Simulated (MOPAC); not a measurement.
# CAlClFNO: geometry relaxation (part 2 of 2)

The same run, continued: CAlClFNO; PM6-DH+, closed shell, dispersion DH+ (MOPAC 23.2.5). The atoms were displaced at random from an optimised geometry.

Geometry of the input (Å):
```
O  -1.7301  -0.3050  2.3422
C  -1.0379  -0.2541  1.4192
N  -0.3141  -0.1846  0.4481
Al 0.7012  0.0275  -0.9421
F  1.3677  -1.2700  -1.6434
Cl 1.0488  1.9029  -1.6996
```

## Trajectory as extended XYZ, continued
```
6
Properties=species:S:1:pos:R:3:forces:R:3 step=6 energy=-7.72300
O    -1.7429   -0.3134    2.3605    0.0941   0.0660  -0.1331
C    -1.0392   -0.2251    1.4147   -0.1362   0.0175   0.1674
N    -0.3162   -0.2056    0.4563    0.0212  -0.1384   0.0172
Al    0.7007    0.0216   -0.9391   -0.0168   0.0281  -0.0163
F     1.3766   -1.2563   -1.6584    0.0263   0.0819  -0.0368
Cl    1.0535    1.9001   -1.7060    0.0113  -0.0552   0.0016
6
Properties=species:S:1:pos:R:3:forces:R:3 step=7 energy=-7.72702
O    -1.7449   -0.3119    2.3624    0.0375   0.1114  -0.0713
C    -1.0432   -0.2146    1.4173   -0.0012  -0.0257   0.0032
N    -0.3154   -0.2213    0.4599   -0.0204  -0.1629   0.0778
Al    0.6986    0.0230   -0.9360   -0.0174  -0.1007  -0.0004
F     1.3813   -1.2475   -1.6668   -0.0161   0.1382   0.0123
Cl    1.0551    1.8951   -1.7078    0.0177   0.0398  -0.0217
6
Properties=species:S:1:pos:R:3:forces:R:3 step=8 energy=-7.73288
O    -1.7466   -0.3061    2.3629   -0.1097   0.1450   0.1079
C    -1.0478   -0.2035    1.4198    0.1889  -0.0526  -0.2296
N    -0.3139   -0.2457    0.4652   -0.0639  -0.2004   0.1448
Al    0.6943    0.0216   -0.9283    0.0362  -0.0362  -0.0957
F     1.3869   -1.2343   -1.6778   -0.0415   0.1582   0.0468
Cl    1.0575    1.8916   -1.7114   -0.0100  -0.0140   0.0258
6
Properties=species:S:1:pos:R:3:forces:R:3 step=9 energy=-7.74541
O    -1.7499   -0.2886    2.3644   -0.2969   0.1982   0.3294
C    -1.0549   -0.1866    1.4234    0.5753  -0.1109  -0.7036
N    -0.3101   -0.2988    0.4746   -0.1927  -0.2102   0.3095
Al    0.6856    0.0224   -0.9190    0.0183  -0.0848  -0.0567
F     1.3975   -1.2076   -1.6960   -0.0676   0.1552   0.0760
Cl    1.0614    1.8833   -1.7153   -0.0364   0.0525   0.0454
6
Properties=species:S:1:pos:R:3:forces:R:3 step=10 energy=-7.75087
O    -1.7554   -0.2174    2.3621   -0.7350   0.3305   0.8404
C    -1.0676   -0.1580    1.4261    1.9897  -0.6663  -2.3474
N    -0.2973   -0.4627    0.4996   -0.8947   0.3884   1.0287
Al    0.6565    0.0234   -0.8918   -0.0936  -0.3127   0.2006
F     1.4251   -1.1281   -1.7411   -0.1223   0.1066   0.1274
Cl    1.0696    1.8627   -1.7217   -0.1441   0.1535   0.1503
6
Properties=species:S:1:pos:R:3:forces:R:3 step=11 energy=-7.78039
O    -1.7463   -0.1923    2.3467   -0.5484   0.0826   0.6464
C    -1.0454   -0.2153    1.4095   -0.2915   0.4277   0.3701
N    -0.3013   -0.4262    0.4928    0.8331  -0.5092  -0.9927
Al    0.6562    0.0178   -0.8914   -0.0114   0.2007   0.0078
F     1.4134   -1.1334   -1.7230    0.1580  -0.3030  -0.1853
Cl    1.0619    1.8650   -1.7110   -0.1399   0.1012   0.1537
6
Properties=species:S:1:pos:R:3:forces:R:3 step=12 energy=-7.80927
O    -1.7522   -0.1733    2.3507   -0.1767   0.1247   0.1542
C    -1.0471   -0.2027    1.4119    0.2021   0.1437  -0.2158
N    -0.2959   -0.4683    0.4933    0.0585  -0.2355  -0.0554
Al    0.6517    0.0166   -0.8892    0.0253   0.0205   0.0168
F     1.4232   -1.1223   -1.7358    0.0526  -0.1519  -0.0762
Cl    1.0601    1.8643   -1.7079   -0.1619   0.0985   0.1764
6
Properties=species:S:1:pos:R:3:forces:R:3 step=13 energy=-7.82528
O    -1.7527   -0.1344    2.3449    0.1257   0.1113  -0.2279
C    -1.0419   -0.1985    1.4080    0.3658  -0.0406  -0.4120
N    -0.2901   -0.5248    0.4939   -0.3381   0.0439   0.3938
Al    0.6444    0.0122   -0.8849    0.0395  -0.1335   0.0686
F     1.4336   -1.1067   -1.7483   -0.0029  -0.0802  -0.0265
Cl    1.0526    1.8636   -1.6967   -0.1900   0.0991   0.2040
6
Properties=species:S:1:pos:R:3:forces:R:3 step=14 energy=-7.84062
O    -1.7474   -0.0787    2.3287    0.4912   0.0179  -0.6617
C    -1.0293   -0.1975    1.3971    0.2962  -0.1466  -0.3552
N    -0.2832   -0.5864    0.4901   -0.6388   0.3116   0.7431
Al    0.6378    0.0013   -0.8800    0.1121  -0.2363   0.0318
F     1.4451   -1.0952   -1.7610   -0.0472  -0.0119   0.0097
Cl    1.0347    1.8654   -1.6722   -0.2135   0.0654   0.2324
6
Properties=species:S:1:pos:R:3:forces:R:3 step=15 energy=-7.86792
O    -1.7341   -0.0215    2.3018    0.7413  -0.0990  -0.9132
C    -1.0094   -0.1926    1.3792    0.0286  -0.1006  -0.1211
N    -0.2772   -0.6282    0.4786   -0.7239   0.3611   0.8867
Al    0.6389   -0.0179   -0.8814    0.2096  -0.2039  -0.0814
F     1.4552   -1.1034   -1.7686   -0.0523   0.0469   0.0020
Cl    1.0021    1.8732   -1.6297   -0.2032  -0.0044   0.2270
6
Properties=species:S:1:pos:R:3:forces:R:3 step=16 energy=-7.93439
O    -1.6901    0.0742    2.2321    0.3662  -0.0117  -0.3449
C    -0.9670   -0.1614    1.3311   -0.3097   0.0951   0.1457
N    -0.2708   -0.6619    0.4485   -0.2918  -0.1028   0.4565
Al    0.6595   -0.0686   -0.8962    0.3441   0.1734  -0.3517
F     1.4717   -1.1572   -1.7763    0.0149   0.1183  -0.0821
Cl    0.9138    1.8955   -1.5174   -0.1238  -0.2724   0.1766
6
Properties=species:S:1:pos:R:3:forces:R:3 step=17 energy=-7.95919
O    -1.6504    0.1848    2.1737    0.4661  -0.0588  -0.5091
C    -0.9417   -0.1324    1.2866    0.0562  -0.4281  -0.2295
N    -0.2630   -0.7418    0.4360   -0.6152   0.5961   0.7955
Al    0.6700   -0.1065   -0.9044    0.1289   0.0184  -0.0596
F     1.4957   -1.1711   -1.7991    0.0307   0.1680  -0.1057
Cl    0.8408    1.8979   -1.4206   -0.0667  -0.2956   0.1084
6
Properties=species:S:1:pos:R:3:forces:R:3 step=18 energy=-7.97856
O    -1.6276    0.2250    2.1477    0.1357   0.0191  -0.1962
C    -0.9380   -0.1269    1.2621   -0.2829   0.1049   0.3819
N    -0.2632   -0.7419    0.4355    0.1144  -0.0217  -0.1751
Al    0.6827   -0.1214   -0.9107    0.0087  -0.2718   0.0797
F     1.5057   -1.1807   -1.8127    0.0242   0.1782  -0.0795
Cl    0.8049    1.8878   -1.3730   -0.0003  -0.0087  -0.0108
6
Properties=species:S:1:pos:R:3:forces:R:3 step=19 energy=-7.98663
O    -1.6120    0.2704    2.1225    0.1135   0.0256  -0.2088
C    -0.9318   -0.1137    1.2443   -0.1341  -0.0657   0.2805
N    -0.2617   -0.7673    0.4360   -0.0494   0.0927   0.0239
Al    0.6871   -0.1429   -0.9027    0.0991  -0.2640  -0.1087
F     1.5185   -1.1719   -1.8365   -0.0479   0.2457   0.0289
Cl    0.7766    1.8778   -1.3357    0.0188  -0.0343  -0.0157
6
Properties=species:S:1:pos:R:3:forces:R:3 step=20 energy=-7.99409
O    -1.6026    0.3128    2.1007    0.1017  -0.0007  -0.2043
C    -0.9280   -0.1071    1.2354   -0.0789  -0.0954   0.2391
N    -0.2620   -0.7891    0.4434   -0.0756   0.1165   0.0620
Al    0.6893   -0.1651   -0.8933    0.0799  -0.1995  -0.1441
F     1.5311   -1.1482   -1.8642   -0.0526   0.1768   0.0652
Cl    0.7573    1.8612   -1.3084    0.0255   0.0023  -0.0179
6
Properties=species:S:1:pos:R:3:forces:R:3 step=21 energy=-7.99764
O    -1.6063    0.3323    2.0898   -0.2379   0.1933   0.2764
C    -0.9289   -0.1065    1.2450    0.1339  -0.1309  -0.1354
N    -0.2657   -0.7946    0.4591    0.1128  -0.0795  -0.1199
Al    0.6874   -0.1850   -0.8834   -0.0280  -0.0109  -0.0410
F     1.5403   -1.1111   -1.8918    0.0088  -0.0187   0.0195
Cl    0.7575    1.8413   -1.3049    0.0104   0.0467   0.0005
6
Properties=species:S:1:pos:R:3:forces:R:3 step=22 energy=-7.99865
O    -1.6082    0.3380    2.0910    0.1449  -0.0897  -0.1865
C    -0.9275   -0.1129    1.2457   -0.2186   0.1529   0.2790
N    -0.2642   -0.7981    0.4583    0.0835  -0.0683  -0.0839
Al    0.6861   -0.1848   -0.8857   -0.0419   0.0530  -0.0079
F     1.5407   -1.1115   -1.8902    0.0283  -0.0383  -0.0125
Cl    0.7579    1.8437   -1.3049    0.0039  -0.0096   0.0118
6
Properties=species:S:1:pos:R:3:forces:R:3 step=23 energy=-7.99919
O    -1.6080    0.3324    2.0925    0.0317   0.0027  -0.0483
C    -0.9278   -0.1111    1.2461   -0.0329  -0.0257   0.0559
N    -0.2636   -0.7971    0.4569    0.0163   0.0304  -0.0133
Al    0.6852   -0.1814   -0.8876   -0.0437   0.0098   0.0159
F     1.5394   -1.1162   -1.8857    0.0245  -0.0202  -0.0157
Cl    0.7593    1.8462   -1.3067    0.0041   0.0030   0.0055
6
Properties=species:S:1:pos:R:3:forces:R:3 step=24 energy=-7.99930
O    -1.6081    0.3333    2.0917    0.0079   0.0123  -0.0151
C    -0.9278   -0.1118    1.2468   -0.0173  -0.0195   0.0293
N    -0.2632   -0.7970    0.4576    0.0200   0.0092  -0.0167
Al    0.6843   -0.1818   -0.8877   -0.0210   0.0028  -0.0040
F     1.5400   -1.1156   -1.8865    0.0076  -0.0068   0.0015
Cl    0.7594    1.8459   -1.3064    0.0028   0.0020   0.0049
6
Properties=species:S:1:pos:R:3:forces:R:3 step=25 energy=-7.99940
O    -1.6078    0.3351    2.0903   -0.0047   0.0074   0.0064
C    -0.9275   -0.1134    1.2475    0.0006  -0.0042  -0.0037
N    -0.2619   -0.7972    0.4580    0.0088  -0.0049  -0.0061
Al    0.6826   -0.1821   -0.8892   -0.0032   0.0042  -0.0030
F     1.5408   -1.1161   -1.8860   -0.0017   0.0000   0.0040
Cl    0.7592    1.8463   -1.3052    0.0002  -0.0025   0.0023
6
Properties=species:S:1:pos:R:3:forces:R:3 step=26 energy=-7.99941
O    -1.6073    0.3365    2.0895    0.0003   0.0004  -0.0005
C    -0.9273   -0.1137    1.2471    0.0034  -0.0020  -0.0054
N    -0.2614   -0.7980    0.4580   -0.0012  -0.0002   0.0034
Al    0.6822   -0.1823   -0.8897    0.0003  -0.0009  -0.0007
F     1.5411   -1.1162   -1.8859   -0.0029   0.0012   0.0032
Cl    0.7585    1.8462   -1.3041    0.0000   0.0015   0.0001
6
Properties=species:S:1:pos:R:3:forces:R:3 step=27 energy=-7.99941
O    -1.6068    0.3373    2.0889    0.0009  -0.0013  -0.0020
C    -0.9271   -0.1137    1.2467    0.0032  -0.0008  -0.0037
N    -0.2612   -0.7984    0.4579   -0.0029   0.0002   0.0043
Al    0.6821   -0.1825   -0.8898   -0.0007   0.0020   0.0016
F     1.5411   -1.1164   -1.8859   -0.0009  -0.0001   0.0002
Cl    0.7580    1.8463   -1.3033    0.0003   0.0000  -0.0004
6
Properties=species:S:1:pos:R:3:forces:R:3 step=28 energy=-7.99941
O    -1.6067    0.3374    2.0887    0.0009  -0.0013  -0.0024
C    -0.9270   -0.1137    1.2466    0.0021  -0.0004  -0.0014
N    -0.2611   -0.7986    0.4579   -0.0024   0.0003   0.0034
Al    0.6821   -0.1824   -0.8898   -0.0004  -0.0001   0.0013
F     1.5411   -1.1164   -1.8858   -0.0006  -0.0001  -0.0001
Cl    0.7578    1.8463   -1.3032    0.0004   0.0016  -0.0008
6
Properties=species:S:1:pos:R:3:forces:R:3 step=29 energy=-7.99941
O    -1.6066    0.3376    2.0884    0.0000  -0.0004  -0.0012
C    -0.9269   -0.1137    1.2465    0.0006  -0.0002   0.0005
N    -0.2611   -0.7988    0.4579   -0.0004   0.0001   0.0010
Al    0.6821   -0.1824   -0.8896   -0.0002  -0.0004   0.0005
F     1.5410   -1.1163   -1.8858   -0.0002  -0.0001  -0.0004
Cl    0.7578    1.8463   -1.3031    0.0003   0.0010  -0.0004
6
Properties=species:S:1:pos:R:3:forces:R:3 step=30 energy=-7.99941
O    -1.6066    0.3376    2.0883   -0.0004   0.0000  -0.0003
C    -0.9269   -0.1138    1.2465   -0.0001   0.0000   0.0005
N    -0.2611   -0.7990    0.4580    0.0006   0.0000   0.0000
Al    0.6821   -0.1824   -0.8896    0.0001  -0.0003   0.0000
F     1.5409   -1.1163   -1.8858   -0.0003  -0.0001  -0.0002
Cl    0.7579    1.8463   -1.3032    0.0001   0.0004   0.0000
```

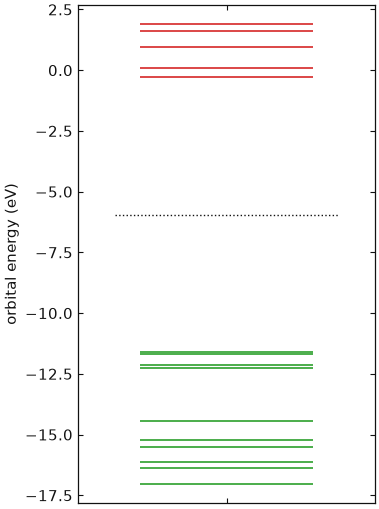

*Orbital energies near the frontier; the dotted line parts filled from empty levels, and levels within 0.02 eV of each other stand side by side.*

Highest filled −11.60 eV, lowest empty −0.30 eV, 11.30 eV apart.

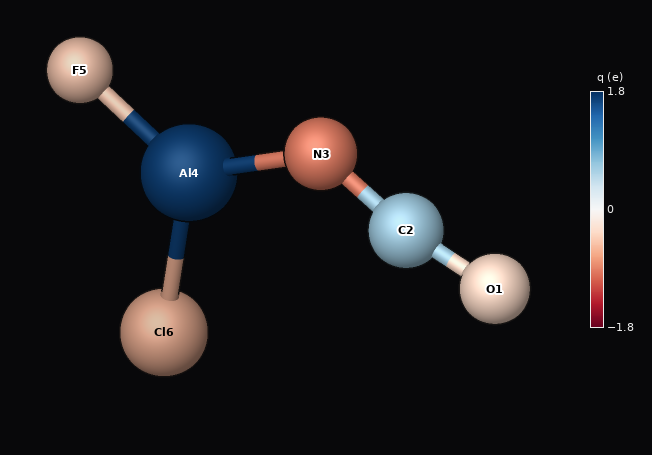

*Mulliken charges, as the colour of each atom (ball-and-stick view, seen at a tilt; atoms are numbered from 1 in the order of the input).*

By element: O −0.35, C +0.63, N −0.92, Al +1.70, F −0.46 and Cl −0.60 e.

## Key numbers

| quantity | value |
| --- | --- |
| outcome | converged |
| total energy | −50.523047 hartree |
| dispersion energy | −0.000850 hartree |
| heat of formation | −184.47 kcal/mol |
| basis functions | 34 |
| largest force | 0.001 eV/Å |
| HOMO | −11.60 eV |
| LUMO | −0.30 eV |
| dipole moment | 0.23 D |
| peak memory | 0.087 GiB |

## Notes

MOPAC's energies along a path are heats of formation.
